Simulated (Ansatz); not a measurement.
# Geometry relaxation, with input and output: GaSiH₆ClO (part 1 of 2)

The run: geometry relaxation of GaSiH₆ClO. Method and program: RKS PBE-D4/def2-SVP (Ansatz 0.2.0).

It belongs to a series of runs on one base structure; here: end point A relaxed. Figures and captions count atoms from 1; the log counts them from 0 in places.

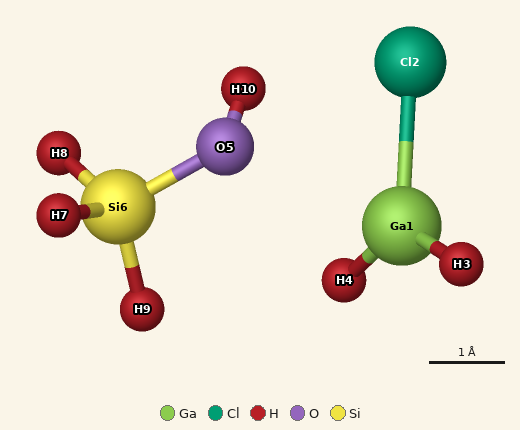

*The structure as given in the input (ball-and-stick view, seen at a tilt; atoms are numbered from 1 in the order of the input). Sticks mark near contacts.*

Bond lengths as drawn: Cl–Ga 2.23 Å, Ga–H 1.57 Å, H–O 0.99 Å, H–Si 1.50 Å and O–Si 1.69 Å.

Input file:
```yaml
crystal:
  periodic: [false, false, false]
  atoms:
    - { symbol: Ga, position_ang: [0.055891, 0.405523, -0.033958] }
    - { symbol: Cl, position_ang: [-0.064855, 0.504515, 2.191703] }
    - { symbol: H, position_ang: [1.499363, 0.601406, -0.613858] }
    - { symbol: H, position_ang: [-1.357913, 0.27234, -0.706131] }
    - { symbol: O, position_ang: [0.302498, -2.424979, 0.835245] }
    - { symbol: Si, position_ang: [-0.69738, -3.505791, -0.000206] }
    - { symbol: H, position_ang: [0.062094, -4.77563, -0.241412] }
    - { symbol: H, position_ang: [-1.952427, -3.800027, 0.772786] }
    - { symbol: H, position_ang: [-1.059806, -2.903778, -1.327945] }
    - { symbol: H, position_ang: [-0.038566, -2.011178, 1.667276] }
basis:
  gaussian: { orbitals: def2-SVP }
hamiltonian:
  xc: pbe
  dispersion: d4
relax:
  f_tol: 0.03
  max_steps: 50
```

Run as:
```bash
ansatz run input.yaml --threads 4 --pin off --max-ram 5120MiB --backend cpu --events-out ev --progress --plain --runs-dir out
```

Output:
```
The last accepted step is kept in [file] (removed where the run ends without a failure and the disk answers)
Engine: ansatz 0.2.0, aarch64-unknown-linux-gnu
Functional definition: PBE
  parameter kappa = 0.804
  parameter beta = 0.06672455060314922
  exchange = pbe_x(kappa = kappa, mu = beta*pi^2/3)
  correlation = pbe_c(beta = beta)
1237 factors; their error is unknown
mean field evaluation 1: about -74884.5484 eV, gradient 5.9e1 eV
mean field evaluation 2: about -74838.4909 eV, gradient 1.5e2 eV
mean field evaluation 4: about -74890.3177 eV, gradient 1.2e1 eV
mean field evaluation 8: about -74890.5246 eV, gradient 2.6e-1 eV
mean field evaluation 16: about -74890.4537 eV, gradient 4.1e-5 eV
mean field -74890.45371929 eV, -2752.1734116111 hartree, gradient 4.1e-5 eV, S^2 0.000000; 0 other end points of the search recorded, 0 dependent functions left out
the calculation of the forces begins
reference -74890.45376416 eV, -2752.1734132600 hartree; 38, 38 occupied and 74, 74 virtual orbitals, 1237 factors
relax step   1: F+E_penalty+E_count = -74890.66989574 eV  Δ(F+E_penalty+E_count) = +0.000e0 eV  max|allowed force component| = 6.491e-1 eV/Å  Δτ_max = 0.0000 Å  (25 SCF iters, accepted)
these checks for a lower state are left out or cut short: starts, cluster_reference, orbital_swaps, neighbouring_geometries, increment
1237 factors; their error is unknown
mean field -74890.63261881 eV, -2752.1799860473 hartree, gradient 8.4e-6 eV, S^2 0.000000; 0 other end points of the search recorded, 0 dependent functions left out
[... from here on the field's lines of each further geometry are left out, up to the last ...]
relax step   2: F+E_penalty+E_count = -74890.85900069 eV  Δ(F+E_penalty+E_count) = -1.891e-1 eV  max|allowed force component| = 5.342e-1 eV/Å  Δτ_max = 0.1947 Å  (29 SCF iters, accepted)
relax step   3: F+E_penalty+E_count = -74891.04055532 eV  Δ(F+E_penalty+E_count) = -1.816e-1 eV  max|allowed force component| = 5.139e-1 eV/Å  Δτ_max = 0.1907 Å  (28 SCF iters, accepted)
relax step   4: F+E_penalty+E_count = -74890.96948961 eV  Δ(F+E_penalty+E_count) = +7.107e-2 eV  max|allowed force component| = 1.659e0 eV/Å  Δτ_max = 0.1778 Å  (33 SCF iters, rejected (line search))
relax step   5: F+E_penalty+E_count = -74891.09693517 eV  Δ(F+E_penalty+E_count) = -5.638e-2 eV  max|allowed force component| = 4.620e-1 eV/Å  Δτ_max = 0.0857 Å  (28 SCF iters, accepted)
relax step   6: F+E_penalty+E_count = -74891.10397064 eV  Δ(F+E_penalty+E_count) = -7.035e-3 eV  max|allowed force component| = 1.462e-1 eV/Å  Δτ_max = 0.0485 Å  (26 SCF iters, accepted)
relax step   7: F+E_penalty+E_count = -74891.10637143 eV  Δ(F+E_penalty+E_count) = -2.401e-3 eV  max|allowed force component| = 9.889e-2 eV/Å  Δτ_max = 0.0353 Å  (28 SCF iters, accepted)
relax step   8: F+E_penalty+E_count = -74891.10817190 eV  Δ(F+E_penalty+E_count) = -1.800e-3 eV  max|allowed force component| = 3.471e-1 eV/Å  Δτ_max = 0.1739 Å  (28 SCF iters, accepted)
relax step   9: F+E_penalty+E_count = -74891.11172560 eV  Δ(F+E_penalty+E_count) = -3.554e-3 eV  max|allowed force component| = 1.097e-1 eV/Å  Δτ_max = 0.0429 Å  (27 SCF iters, accepted)
relax step  10: F+E_penalty+E_count = -74891.11560056 eV  Δ(F+E_penalty+E_count) = -3.875e-3 eV  max|allowed force component| = 2.545e-2 eV/Å  Δτ_max = 0.1056 Å  (26 SCF iters, accepted)
relax step  11: F+E_penalty+E_count = -74891.11183243 eV  Δ(F+E_penalty+E_count) = +3.768e-3 eV  max|allowed force component| = 2.578e-1 eV/Å  Δτ_max = 0.1961 Å  (27 SCF iters, rejected (line search))
relax step  12: F+E_penalty+E_count = -74891.11808200 eV  Δ(F+E_penalty+E_count) = -2.481e-3 eV  max|allowed force component| = 3.124e-2 eV/Å  Δτ_max = 0.0956 Å  (27 SCF iters, accepted)
relax step  13: F+E_penalty+E_count = -74891.11839882 eV  Δ(F+E_penalty+E_count) = -3.168e-4 eV  max|allowed force component| = 1.319e-1 eV/Å  Δτ_max = 0.0975 Å  (27 SCF iters, accepted)
relax step  14: F+E_penalty+E_count = -74891.11987187 eV  Δ(F+E_penalty+E_count) = -1.473e-3 eV  max|allowed force component| = 8.483e-2 eV/Å  Δτ_max = 0.0196 Å  (28 SCF iters, accepted)
relax step  15: F+E_penalty+E_count = -74891.12203908 eV  Δ(F+E_penalty+E_count) = -2.167e-3 eV  max|allowed force component| = 3.084e-2 eV/Å  Δτ_max = 0.0582 Å  (27 SCF iters, accepted)
relax step  16: F+E_penalty+E_count = -74891.12305097 eV  Δ(F+E_penalty+E_count) = -1.012e-3 eV  max|allowed force component| = 2.376e-2 eV/Å  Δτ_max = 0.0797 Å  (27 SCF iters, accepted)
relax step  17: F+E_penalty+E_count = -74891.12330311 eV  Δ(F+E_penalty+E_count) = -2.521e-4 eV  max|allowed force component| = 3.986e-2 eV/Å  Δτ_max = 0.0614 Å  (27 SCF iters, accepted)
the calculation of the forces begins
reference -74890.88506554 eV, -2752.1892632936 hartree; 38, 38 occupied and 74, 74 virtual orbitals, 1237 factors
relax step  18: F+E_penalty+E_count = -74891.12355664 eV  Δ(F+E_penalty+E_count) = -2.535e-4 eV  max|allowed force component| = 2.439e-2 eV/Å  Δτ_max = 0.0075 Å  (22 SCF iters, accepted)
```

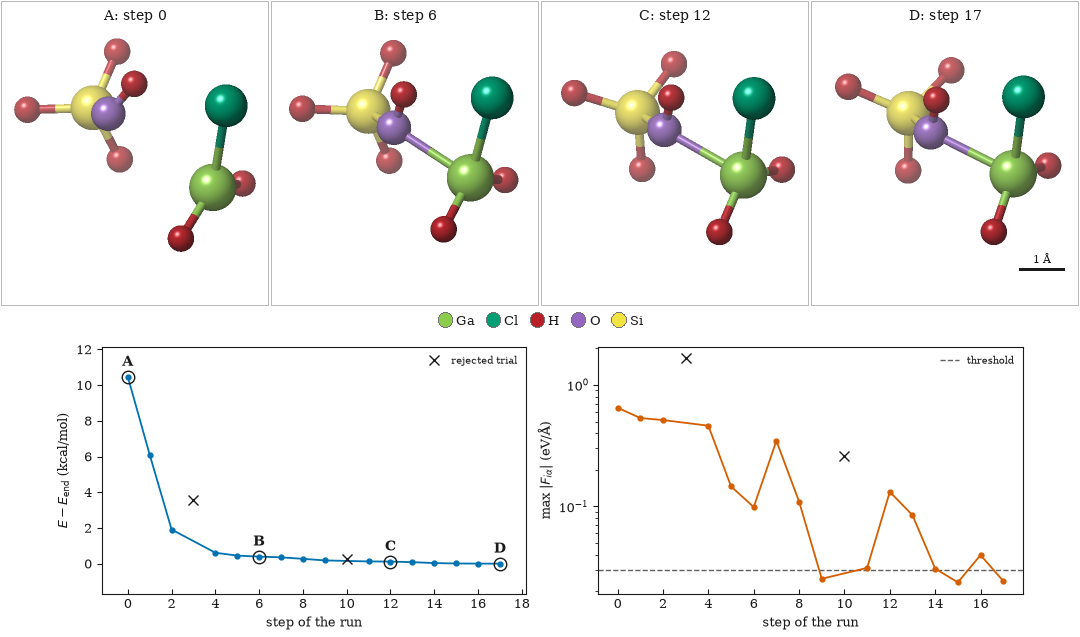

*Frames of the relaxation (ball-and-stick view, seen at a tilt) above the curves, on which the letters mark them (the first geometry is step 0 here and step 1 in the log).*

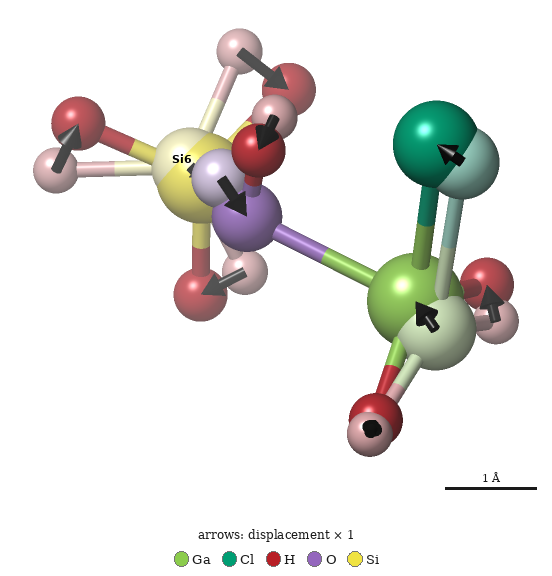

*Start (faint) and end (solid) with the displacements as black arrows, at true length (ball-and-stick view, seen at a tilt). The two geometries are laid on each other by the best rigid fit.*

H8 moves most after the best rigid fit: 0.69 Å. Largest moves by element: H 0.69 Å, O 0.51 Å, Ga 0.41 Å, Cl 0.35 Å, Si 0.18 Å. Among the contacts that change: Ga1–O5 2.971 → 2.156 Å, O5–Si6 1.693 → 1.726 Å, Ga1–Cl2 2.231 → 2.245 Å, Si6–H9 1.502 → 1.495 Å. New bonds form: Ga1–O5 (2.97 → 2.16 Å). Among the angles that change: O5–Si6–H9 108.8° → 104.3°, H3–Ga1–H4 132.9° → 129.4°, H7–Si6–H9 108.6° → 111.6°. After 17 geometry steps the energy has fallen by 10.5 kcal/mol. The largest force component goes from 0.65 to 0.024 eV/Å. The line search rejected the trial steps at points 3, 10 (counted from 0) and went back. (Atoms are counted from 1 in the order of the input.)

```
1237 factors; their error is unknown
mean field -74890.88502260 eV, -2752.1892617154 hartree, gradient 1.9e-5 eV, S^2 0.000000; 1 other end points of the search recorded, 0 dependent functions left out
the calculation of the forces begins
reference -74890.88506554 eV, -2752.1892632936 hartree; 38, 38 occupied and 74, 74 virtual orbitals, 1237 factors
Total energy: -74891.12359958 eV, -2752.1980292579 hartree
Atom 0 at    -0.062607     0.042911     0.125701 Å, force     0.002763    -0.011415    -0.011423 eV/Å
Atom 1 at     0.078871     0.206227     2.359889 Å, force    -0.000808    -0.002840     0.012411 eV/Å
Atom 2 at     1.238573     0.517213    -0.612886 Å, force    -0.003293    -0.001785     0.001973 eV/Å
Atom 3 at    -1.550009    -0.000519    -0.395597 Å, force     0.006272    -0.002377     0.002219 eV/Å
Atom 4 at     0.286528    -2.057105     0.467025 Å, force    -0.018132    -0.002006    -0.024385 eV/Å
Atom 5 at    -0.715123    -3.347664    -0.089209 Å, force     0.005990     0.003635     0.018543 eV/Å
Atom 6 at    -0.093679    -4.641616     0.347227 Å, force    -0.004774     0.014227    -0.003503 eV/Å
Atom 7 at    -2.100412    -3.214571     0.472005 Å, force     0.013637     0.000583    -0.005609 eV/Å
Atom 8 at    -0.706305    -3.206427    -1.577110 Å, force    -0.000739    -0.000911     0.002420 eV/Å
Atom 9 at     0.373062    -1.936049     1.446455 Å, force    -0.000917     0.002889     0.007354 eV/Å
Dipole moment:    -0.125086    -0.716493    -0.267464 e Å
```

Trajectory as extended XYZ (Å, eV, eV/Å), 18 frames, from step=1 to step=18:
```
10
Properties=species:S:1:pos:R:3:forces:R:3 step=1 energy=-74890.66990
Ga    0.0559    0.4055   -0.0340    0.0662  -0.4168   0.4741
Cl   -0.0649    0.5045    2.1917   -0.0165  -0.0065  -0.3102
H     1.4994    0.6014   -0.6139   -0.0401   0.0202   0.0117
H    -1.3579    0.2723   -0.7061    0.0399  -0.0112  -0.0015
O     0.3025   -2.4250    0.8352   -0.2033   0.6491   0.2586
Si   -0.6974   -3.5058   -0.0002   -0.0145  -0.0558  -0.0100
H     0.0621   -4.7756   -0.2414    0.0128  -0.0263   0.0086
H    -1.9524   -3.8000    0.7728   -0.0207   0.0079   0.0400
H    -1.0598   -2.9038   -1.3279   -0.0207   0.0162  -0.0323
H    -0.0386   -2.0112    1.6673    0.1970  -0.1768  -0.4391
10
Properties=species:S:1:pos:R:3:forces:R:3 step=2 energy=-74890.85900
Ga    0.0706    0.2488    0.0161    0.0796  -0.4505   0.0635
Cl   -0.0766    0.4220    2.2163   -0.0361   0.0428   0.1070
H     1.4954    0.5272   -0.5796   -0.0157  -0.0356   0.0398
H    -1.3361    0.1749   -0.6819    0.0172  -0.0511   0.0071
O     0.2618   -2.2610    0.7385   -0.1303   0.5342  -0.0832
Si   -0.6951   -3.4561   -0.0047   -0.1660  -0.0760  -0.2877
H     0.0941   -4.7175   -0.2138    0.0459   0.0658   0.0896
H    -1.9338   -3.7628    0.7942    0.0765   0.0607   0.0707
H    -1.0929   -2.9083   -1.3478    0.0009  -0.0492   0.0171
H    -0.0386   -1.9047    1.6063    0.1280  -0.0409  -0.0239
10
Properties=species:S:1:pos:R:3:forces:R:3 step=3 energy=-74891.04055
Ga    0.0606    0.1036    0.0608    0.0884  -0.5139  -0.2091
Cl   -0.1190    0.3479    2.2589   -0.0435   0.1007   0.2371
H     1.4906    0.3732   -0.5229   -0.0096   0.0869   0.0279
H    -1.3324   -0.0028   -0.6608   -0.0218   0.1065  -0.0068
O     0.2340   -2.1069    0.6297   -0.0526   0.4976   0.1344
Si   -0.7033   -3.3691   -0.0338   -0.2191  -0.2926  -0.3379
H     0.1297   -4.6132   -0.1735    0.0124   0.0890   0.0605
H    -1.9045   -3.6640    0.8251    0.0884   0.0954   0.0201
H    -1.1283   -2.8897   -1.3938    0.0148  -0.0557   0.0673
H     0.0217   -1.8165    1.5539    0.1427  -0.1140   0.0065
10
Properties=species:S:1:pos:R:3:forces:R:3 step=4 energy=-74890.96949 accepted=F
Ga    0.0514   -0.0735    0.0739   -0.1081   1.1669  -0.4756
Cl   -0.1803    0.2954    2.2813    0.0223  -0.0139   0.1457
H     1.4788    0.2959   -0.4697   -0.0181   0.0668  -0.0017
H    -1.3378   -0.0633   -0.6767    0.0117   0.0968  -0.0301
O     0.1914   -1.9807    0.5443    0.1519  -0.9419   1.6588
Si   -0.7208   -3.3048   -0.0674   -0.2295  -0.4588  -0.1827
H     0.1659   -4.5203   -0.1207   -0.0512   0.1183   0.0155
H    -1.8832   -3.5538    0.8556    0.0728   0.0532  -0.0647
H    -1.1659   -2.8949   -1.4403    0.0569  -0.0131   0.0994
H     0.1493   -1.8377    1.5632    0.0913  -0.0742  -1.1648
```
